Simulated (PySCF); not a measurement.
# C2H5BN2O2: geometry, spin-spin couplings

What spin-spin couplings should C2H5BN2O2 (`NBNC(=O)C=O`) show?

Programs: PySCF 2.14.0, with density-fitted response routines of our own. Each step states its level of theory. These are calculated values for one molecule in the gas phase, unless marked as measured. Atoms are numbered from 0 throughout.

### Step 1. Starting geometry

12 atoms, charge 0, multiplicity 1; geometry from: GFN2-xTB. The atoms were then displaced at random by about 0.01 Å, so the start is not that level's minimum.

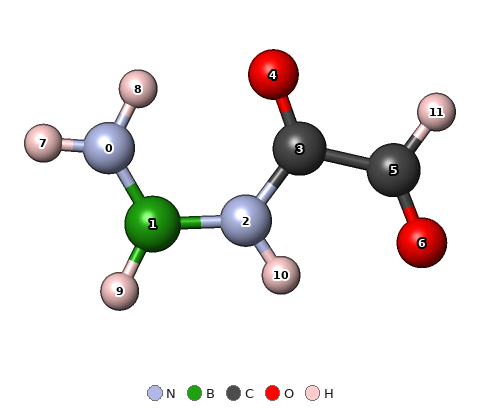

As it starts; nitrogen light blue, boron green, carbon dark grey, oxygen red, hydrogen pink, atoms numbered.

### Step 2. Relaxing the molecule at PBE0-D3(BJ)/def2-SVP

The job: settings as JSON, then the geometry in Å.

```
{"job": {"xc": "PBE0", "basis": "def2-SVP", "d3": "d3bj", "grid": 1, "shake": 0.01, "kind": "geom"}, "charge": 0, "multiplicity": 1}
N     -2.018310     0.397380     0.678780
B     -1.447020    -0.210870    -0.394760
N     -0.010780    -0.315960    -0.428770
C      0.918290     0.142440     0.493000
O      0.618340     0.724070     1.517910
C      2.332960    -0.153530     0.124640
O      2.664870    -0.737910    -0.876230
H     -3.012880     0.553490     0.784030
H     -1.482310     0.808250     1.444410
H     -2.049980    -0.662560    -1.272460
H      0.453960    -0.779800    -1.190740
H      3.072560     0.206710     0.875880
```

Command:

```
OMP_NUM_THREADS=1 python probes_run.py task.json out
```

This one command runs all jobs of the session in turn.

Standard output:

```text
step   0  E = -363.43497954  max force = 0.051008
step   1  E = -363.43746228  max force = 0.023852
step   2  E = -363.43695042  max force = 0.012692
step   3  E = -363.43876809  max force = 0.010809
step   4  E = -363.43914432  max force = 0.005481
step   5  E = -363.43900638  max force = 0.011089
step   6  E = -363.44011503  max force = 0.003711
step   7  E = -363.44016225  max force = 0.003952
step   8  E = -363.44035888  max force = 0.002591
step   9  E = -363.44042859  max force = 0.001899
step  10  E = -363.44046567  max force = 0.001540
step  11  E = -363.44049577  max force = 0.000433
step  12  E = -363.44049555  max force = 0.000212
optimisation converged
```

Run time: 78 s. Hardware: 1 thread of Arm Neoverse V1, shared host; peak memory 0.5 GiB.

Relaxation path: (the energy doesn't fall at every step)

```tsv
step	energy from step 0 (eV)	largest force component (eV/Å)
0	0.0000	2.6229
1	-0.0676	1.2265
2	-0.0536	0.6526
3	-0.1031	0.5558
4	-0.1133	0.2818
5	-0.1096	0.5702
6	-0.1397	0.1908
7	-0.1410	0.2032
8	-0.1464	0.1332
9	-0.1483	0.0977
10	-0.1493	0.0792
11	-0.1501	0.0223
12	-0.1501	0.0109
```

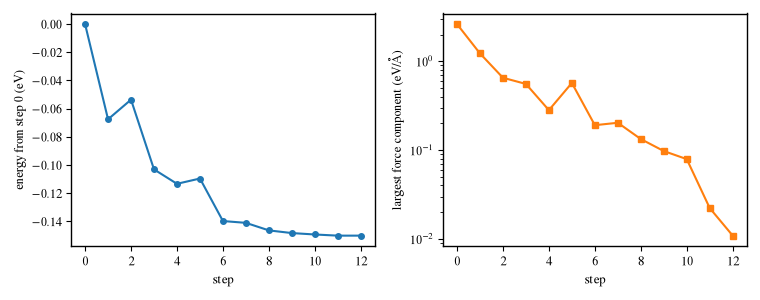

Energy and force, step by step.

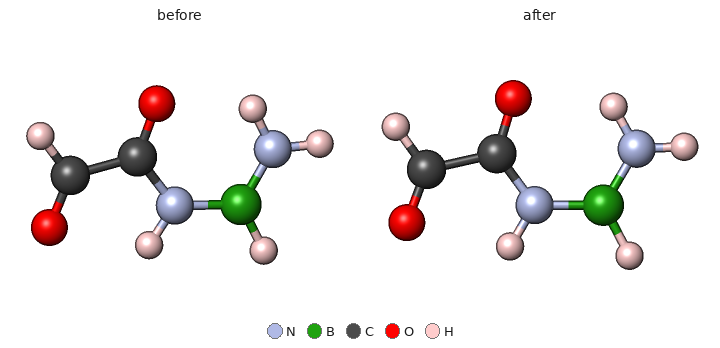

The geometry before (left) and after (right).

Distances of close pairs at the start and the end, largest changes first:

```tsv
bond	before (Å)	after (Å)	change (Å)
B1–H9	1.157	1.207	+0.051
C3–C5	1.492	1.528	+0.037
N2–C3	1.387	1.354	-0.033
N0–B1	1.360	1.388	+0.028
B1–N2	1.440	1.458	+0.017
N2–H10	1.006	1.016	+0.011
N0–H8	1.021	1.015	-0.006
C5–O6	1.206	1.201	-0.005
```

The next job starts from the end point, and lists it.

```tsv
at the end point	value
point group (found at 0.08 Å tolerance)	Cs
rotational constants (GHz, main isotopes)	6.444, 1.701, 1.346
dipole moment (D)	1.17
```

### Step 3. J couplings: B3LYP/cc-pVTZ

The job: settings as JSON, then the geometry in Å.

```
{"job": {"kind": "j", "xc": "B3LYP", "basis": "cc-pVTZ"}, "charge": 0, "multiplicity": 1}
N     -2.009515     0.655937     0.586009
B     -1.373665     0.146302    -0.537404
N      0.039588    -0.208091    -0.486128
C      0.857197    -0.102071     0.587672
O      0.559256     0.293284     1.699684
C      2.296311    -0.536399     0.312269
O      2.664498    -0.930021    -0.760470
H     -2.985470     0.912452     0.592138
H     -1.501207     0.781915     1.455601
H     -1.953820    -0.018079    -1.583259
H      0.511922    -0.570686    -1.309920
H      2.962718    -0.445033     1.202580
```

With the program's defaults for keys left out, this is: B3LYP/cc-pVTZ indirect spin-spin coupling, non-relativistic, gas phase.

Standard output:

```text
coarse grid: 10656 points
cycle   1  E = -363.9918965428  dE =  1.180e+00  |g| = 1.203e+00  |ddm| = 7.450e+00
cycle   2  E = -362.9005314980  dE =  1.091e+00  |g| = 2.680e+00  |ddm| = 4.585e+00
cycle   3  E = -364.2474940988  dE = -1.347e+00  |g| = 2.544e-01  |ddm| = 3.312e+00
cycle   4  E = -364.2566799950  dE = -9.186e-03  |g| = 1.619e-01  |ddm| = 5.246e-01
cycle   5  E = -364.2612006117  dE = -4.521e-03  |g| = 5.618e-02  |ddm| = 2.196e-01
cycle   6  E = -364.2617568870  dE = -5.563e-04  |g| = 1.994e-02  |ddm| = 8.422e-02
cycle   7  E = -364.2618289390  dE = -7.205e-05  |g| = 4.284e-03  |ddm| = 2.738e-02
cycle   8  E = -364.2618323445  dE = -3.405e-06  |g| = 8.544e-04  |ddm| = 6.688e-03
final grid: 104888 points
cycle   9  E = -364.2541813731  dE = -6.414e-05  |g| = 7.671e-03  |ddm| = 7.944e-02
cycle  10  E = -364.2541539952  dE =  2.738e-05  |g| = 1.418e-02  |ddm| = 2.533e-02
cycle  11  E = -364.2541916950  dE = -3.770e-05  |g| = 2.375e-03  |ddm| = 1.698e-02
cycle  12  E = -364.2541926597  dE = -9.646e-07  |g| = 3.872e-04  |ddm| = 3.127e-03
cycle  13  E = -364.2541926812  dE = -2.148e-08  |g| = 2.171e-04  |ddm| = 7.640e-04
cycle  14  E = -364.2541926896  dE = -8.442e-09  |g| = 7.234e-05  |ddm| = 3.451e-04
cycle  15  E = -364.2541926905  dE = -9.304e-10  |g| = 1.897e-05  |ddm| = 9.858e-05
converged SCF energy = -364.2541926905

Indirect spin-spin couplings (Hz)
  i      j    bonds     total        FC       PSO       DSO        SD
  0 N    1 B    1    -36.613   -38.989     2.830    -0.086    -0.367
  0 N    2 N    2     -0.097     0.083    -0.175     0.001    -0.006
  0 N    3 C    3     -0.307    -0.258     0.053    -0.004    -0.097
  0 N    4 O    4      2.502     1.644     0.505     0.008     0.344
  0 N    7 H    1    -76.210   -72.728    -2.907    -0.240    -0.335
  0 N    8 H    1    -75.923   -73.114    -2.264    -0.290    -0.256
  0 N    9 H    2     -3.109    -3.497     0.313     0.105    -0.029
  0 N   10 H    3     -2.862    -2.993    -0.097     0.222     0.006
  1 B    2 N    1    -26.034   -27.370     1.598    -0.123    -0.139
  1 B    3 C    2     -0.062    -0.114     0.104    -0.021    -0.031
  1 B    4 O    3     -0.315    -0.120    -0.066     0.017    -0.147
  1 B    5 C    3      2.195     2.179     0.067    -0.085     0.034
  1 B    7 H    2      3.359     4.639    -0.259    -0.909    -0.112
  1 B    8 H    2     -1.849    -0.616    -0.351    -0.764    -0.118
  1 B    9 H    1    143.267   142.787    -0.909     0.976     0.413
  1 B   10 H    2      1.696     2.392    -0.074    -0.573    -0.050
  1 B   11 H    4      0.763     0.833     0.361    -0.439     0.008
  2 N    3 C    1    -15.960   -19.403     3.607    -0.133    -0.031
  2 N    4 O    2     -2.442    -0.009    -3.274    -0.018     0.858
  2 N    5 C    2     -6.405    -6.054    -0.332    -0.010    -0.010
  2 N    6 O    3      0.587    -0.328     0.538     0.002     0.375
  2 N    7 H    3     -3.344    -3.461    -0.081     0.212    -0.014
  2 N    8 H    3     -1.892    -1.987     0.091    -0.024     0.028
  2 N    9 H    2     -5.491    -5.688     0.195     0.013    -0.011
  2 N   10 H    1    -77.779   -74.914    -2.279    -0.429    -0.156
  2 N   11 H    3     -1.144    -1.131    -0.225     0.190     0.022
  3 C    4 O    1     18.384     3.795    14.701    -0.111         -
  3 C    5 C    1     51.268    51.748    -0.828     0.348         -
  3 C    6 O    2     -2.914    -0.679    -2.245     0.011         -
  3 C    7 H    4     -0.418    -0.265     0.270    -0.422         -
  3 C    8 H    4     -0.223     0.070    -0.502     0.209         -
  3 C    9 H    3      6.683     6.721     0.295    -0.333         -
  3 C   10 H    2      1.015     2.460    -1.250    -0.195         -
  3 C   11 H    2     23.362    23.459    -0.137     0.041         -
  4 O    5 C    2     -9.243    -5.834    -3.417     0.008         -
  4 O    7 H    5     -0.708    -0.640    -0.256     0.187         -
  4 O    8 H    5      1.983     1.442     0.956    -0.414         -
  4 O   10 H    3     -0.410    -2.491     1.655     0.426         -
  4 O   11 H    3     -0.403     0.124    -0.517    -0.011         -
  5 C    6 O    1     24.690     2.446    22.294    -0.050         -
  5 C    7 H    5      0.368     0.421     0.253    -0.306         -
  5 C    9 H    4      1.149     1.203     0.177    -0.232         -
  5 C   10 H    3      0.866     0.960    -0.282     0.187         -
  5 C   11 H    1    175.391   175.604    -1.239     1.026         -
  6 O   10 H    4      0.310     0.543     0.051    -0.284         -
  6 O   11 H    2     -2.586    -6.263     3.266     0.411         -
  7 H    8 H    2     -1.690    -1.974     5.795    -5.510         -
  7 H    9 H    3      4.828     5.045     0.497    -0.714         -
  7 H   10 H    4      1.291     1.654     1.834    -2.196         -
  7 H   11 H    6     -0.209    -0.032     0.991    -1.168         -
  8 H    9 H    3      9.906    10.603     2.246    -2.943         -
  8 H   10 H    4     -0.506    -0.154     1.887    -2.238         -
  9 H   10 H    3      3.626     3.641     0.043    -0.058         -
  9 H   11 H    5      0.398     0.591     0.991    -1.183         -
 10 H   11 H    4      0.600     0.940     1.600    -1.939         -
```

It took 85 s on 1 thread of Arm Neoverse V1, shared host; peak memory 1.1 GiB.

The basis is not made for couplings: without tight functions at the nuclei these values are rough.

Beyond four bonds or across contacts, the largest of 1 Hz or more: O4–H8 2.0 Hz.

A choice of the couplings up to four bonds, sorted by the number of bonds, with means over like pairs; isotopes 11B, 13C, 1H, 15N, 17O:

```tsv
pair	bonds	J (Hz)	Fermi contact (Hz)	dihedral (°)
C5–H11	1	175.4	175.6	–
B1–H9	1	143.3	142.8	–
N2–H10	1	-77.8	-74.9	–
N0–H7	1	-76.1	-72.9	–
C3–C5	1	51.3	51.7	–
N0–B1	1	-36.6	-39.0	–
B1–N2	1	-26.0	-27.4	–
C5–O6	1	24.7	2.4	–
C3–O4	1	18.4	3.8	–
C3–H11	2	23.4	23.5	–
O4–C5	2	-9.2	-5.8	–
N2–C5	2	-6.4	-6.1	–
N2–H9	2	-5.5	-5.7	–
N0–H9	2	-3.1	-3.5	–
C3–O6	2	-2.9	-0.7	–
O6–H11	2	-2.6	-6.3	–
N2–O4	2	-2.4	0.0	–
B1–H10	2	1.7	2.4	–
H7–H9	3	7.4	7.8	–
C3–H9	3	6.7	6.7	-180
H9–H10	3	3.6	3.6	1
N0–H10	3	-2.9	-3.0	-179
N2–H7	3	-2.6	-2.7	–
B1–C5	3	2.2	2.2	-179
N2–H11	3	-1.1	-1.1	180
N0–O4	4	2.5	1.6	–
C5–H9	4	1.1	1.2	–
```

Means hide unlike values in this fixed geometry: H7–H9 from 4.8 to 9.9 Hz. They hold only if the pairs exchange fast.

The spin-dipole term was solved for some atoms only; pairs without it lack that part.

The response was solved for the nuclei of B, C, H, N alone, so couplings that need other nuclei can be missing.

Quadrupole couplings from the field gradients of the same density:

```tsv
atom	isotope	eQq/h (MHz)	η
O6	17O	11.8	0.70
O4	17O	9.995	0.17
B1	11B	3.309	0.37
N0	14N	-2.536	0.69
N2	14N	-2.138	0.81
```

### Step 4. Indirect couplings: B3LYP/6-31G*

The job, as its differences from that of step 3:

```diff
@@ -1,2 +1,2 @@
-{"job": {"kind": "j", "xc": "B3LYP", "basis": "cc-pVTZ"}, "charge": 0, "multiplicity": 1}
+{"job": {"kind": "j", "xc": "B3LYP", "basis": "6-31G*"}, "charge": 0, "multiplicity": 1}
 N     -2.009515     0.655937     0.586009
```

With the program's defaults for keys left out, this is: B3LYP/6-31G* indirect spin-spin coupling, non-relativistic, gas phase.

Standard output:

```text
coarse grid: 10656 points
cycle   1  E = -363.8814874263  dE =  1.212e+00  |g| = 1.165e+00  |ddm| = 3.560e+00
cycle   2  E = -362.8282869089  dE =  1.053e+00  |g| = 2.582e+00  |ddm| = 3.188e+00
cycle   3  E = -364.1401760776  dE = -1.312e+00  |g| = 2.423e-01  |ddm| = 2.446e+00
cycle   4  E = -364.1491620097  dE = -8.986e-03  |g| = 1.523e-01  |ddm| = 3.107e-01
cycle   5  E = -364.1534055813  dE = -4.244e-03  |g| = 5.542e-02  |ddm| = 1.439e-01
cycle   6  E = -364.1539888435  dE = -5.833e-04  |g| = 1.807e-02  |ddm| = 5.516e-02
cycle   7  E = -364.1540546651  dE = -6.582e-05  |g| = 3.646e-03  |ddm| = 1.582e-02
cycle   8  E = -364.1540572427  dE = -2.578e-06  |g| = 7.894e-04  |ddm| = 3.554e-03
final grid: 104888 points
cycle   9  E = -364.0968931421  dE = -1.342e-05  |g| = 7.374e-03  |ddm| = 1.938e-02
cycle  10  E = -364.0968665999  dE =  2.654e-05  |g| = 1.360e-02  |ddm| = 1.522e-02
cycle  11  E = -364.0969041378  dE = -3.754e-05  |g| = 2.236e-03  |ddm| = 1.094e-02
cycle  12  E = -364.0969050845  dE = -9.467e-07  |g| = 3.107e-04  |ddm| = 1.902e-03
cycle  13  E = -364.0969051046  dE = -2.012e-08  |g| = 1.121e-04  |ddm| = 3.470e-04
cycle  14  E = -364.0969051063  dE = -1.686e-09  |g| = 6.715e-05  |ddm| = 1.212e-04
cycle  15  E = -364.0969051072  dE = -8.893e-10  |g| = 1.333e-05  |ddm| = 5.785e-05
converged SCF energy = -364.0969051072

Indirect spin-spin couplings (Hz)
  i      j    bonds     total        FC       PSO       DSO        SD
  0 N    1 B    1    -35.573   -37.614     2.460    -0.087    -0.332
  0 N    2 N    2     -0.010     0.135    -0.134     0.001    -0.011
  0 N    3 C    3     -0.290    -0.262     0.052    -0.004    -0.076
  0 N    4 O    4      2.701     1.941     0.444     0.008     0.309
  0 N    7 H    1    -82.392   -79.407    -2.400    -0.294    -0.291
  0 N    8 H    1    -84.106   -81.679    -1.860    -0.337    -0.230
  0 N    9 H    2     -3.041    -3.465     0.333     0.101    -0.011
  0 N   10 H    3     -2.334    -2.513    -0.049     0.220     0.008
  1 B    2 N    1    -28.634   -29.696     1.303    -0.123    -0.117
  1 B    3 C    2     -0.529    -0.523     0.051    -0.020    -0.038
  1 B    4 O    3     -0.220    -0.103    -0.025     0.016    -0.108
  1 B    5 C    3      2.964     2.962     0.058    -0.085     0.029
  1 B    6 O    4      0.187     0.057     0.041     0.038     0.050
  1 B    7 H    2      3.711     5.143    -0.427    -0.888    -0.117
  1 B    8 H    2     -1.745    -0.358    -0.515    -0.745    -0.128
  1 B    9 H    1    162.777   162.436    -1.001     1.051     0.292
  1 B   10 H    2      3.902     4.701    -0.206    -0.551    -0.041
  1 B   11 H    4      0.876     1.045     0.260    -0.436     0.007
  2 N    3 C    1    -20.767   -23.727     3.124    -0.136    -0.028
  2 N    4 O    2     -0.518     1.592    -2.866    -0.016     0.773
  2 N    5 C    2     -5.397    -5.081    -0.304    -0.010    -0.002
  2 N    6 O    3      0.822     0.074     0.445     0.002     0.301
  2 N    7 H    3     -2.700    -2.864    -0.036     0.210    -0.011
  2 N    8 H    3     -1.399    -1.503     0.099    -0.025     0.030
  2 N    9 H    2     -5.085    -5.293     0.204     0.009    -0.005
  2 N   10 H    1    -81.966   -79.400    -1.953    -0.476    -0.137
  2 N   11 H    3     -0.847    -0.850    -0.193     0.187     0.009
  3 C    4 O    1      9.250    -3.690    13.068    -0.128         -
  3 C    5 C    1     65.328    65.600    -0.623     0.351         -
  3 C    6 O    2     -4.066    -2.149    -1.924     0.007         -
  3 C    7 H    4     -0.617    -0.369     0.170    -0.418         -
  3 C    8 H    4     -0.226     0.018    -0.450     0.207         -
  3 C    9 H    3      5.015     5.153     0.190    -0.328         -
  3 C   10 H    2      2.229     3.568    -1.167    -0.172         -
  3 C   11 H    2     23.530    23.568    -0.090     0.053         -
  4 O    5 C    2     -8.974    -5.957    -3.023     0.005         -
  4 O    7 H    5     -0.621    -0.592    -0.213     0.184         -
  4 O    8 H    5      2.148     1.869     0.683    -0.405         -
  4 O   10 H    3      0.845    -1.158     1.589     0.414         -
  4 O   11 H    3     -0.041     0.435    -0.459    -0.018         -
  5 C    6 O    1     15.607    -4.268    19.944    -0.069         -
  5 C    7 H    5      0.242     0.349     0.196    -0.303         -
  5 C    9 H    4      1.279     1.367     0.142    -0.230         -
  5 C   10 H    3      0.620     0.628    -0.201     0.193         -
  5 C   11 H    1    186.701   187.015    -1.411     1.097         -
  6 O    8 H    6      0.152     0.059    -0.033     0.126         -
  6 O   10 H    4      0.314     0.609    -0.011    -0.283         -
  6 O   11 H    2     -0.891    -4.619     3.342     0.385         -
  7 H    8 H    2     -2.200    -0.770     3.881    -5.310         -
  7 H    9 H    3      4.404     4.975     0.099    -0.671         -
  7 H   10 H    4      0.868     1.758     1.277    -2.166         -
  7 H   11 H    6     -0.473    -0.032     0.715    -1.156         -
  8 H    9 H    3      9.511    10.916     1.488    -2.892         -
  8 H   10 H    4     -1.021    -0.136     1.322    -2.207         -
  8 H   11 H    6     -0.179     0.015     0.435    -0.630         -
  9 H   10 H    3      3.562     3.735    -0.158    -0.016         -
 10 H   11 H    4      0.196     0.990     1.114    -1.908         -
```

It took 15 s on 1 thread of Arm Neoverse V1, shared host; peak memory 0.61 GiB.

This basis has no tight s functions, so the Fermi-contact terms are rough.

This run: J(C5,H11) 186.7 Hz, J(B1,H9) 162.8 Hz, J(N0,H7) -83.2 Hz (means over like pairs).

### Step 5. Comparing the runs: spin-spin couplings

Couplings (Hz), each a mean over the pairs like the one named, with basis size and wall time:

```tsv
run	C5–H11	B1–H9	N2–H10	N0–H7	C3–C5	N0–B1	B1–N2	functions	time
B3LYP/cc-pVTZ	175.4	143.3	-77.8	-76.1	51.3	-36.6	-26.0	280	85 s
B3LYP/6-31G*	186.7	162.8	-82.0	-83.2	65.3	-35.6	-28.6	108	15 s
```

### Step 6. Results

| quantity | value |
| --- | --- |
| point group | Cs |
| rotational constants (main isotopes) | 6.44, 1.70, 1.35 GHz |
| largest coupling of the table (B3LYP/cc-pVTZ) | 1J(C,H) C5–H11, 175.4 Hz |
| range of J(C5,H11), mean over like pairs | 175.4 to 186.7 Hz |

The start of the PBE0/def2-SVP relaxation was shaken at random by about 0.01 Å, so part of the energy gained, and of the first lengths quoted, undoes that. The optimisation took 12 steps and gained 0.150 eV; among the close pairs (by a distance rule), B1–H9 changed most, from 1.157 to 1.207 Å. Of the pairs tabulated at B3LYP/cc-pVTZ, C5–H11 couples most strongly (175.4 Hz; Fermi contact 175.6 Hz). Couplings across rotatable bonds belong to this one conformer; where others are populated, the observed values are averages. The coupling C5–H11, as a mean over pairs of its kind, runs from 175.4 Hz (B3LYP/cc-pVTZ) to 186.7 Hz (B3LYP/6-31G*). Couplings from bases without tight functions are rough.
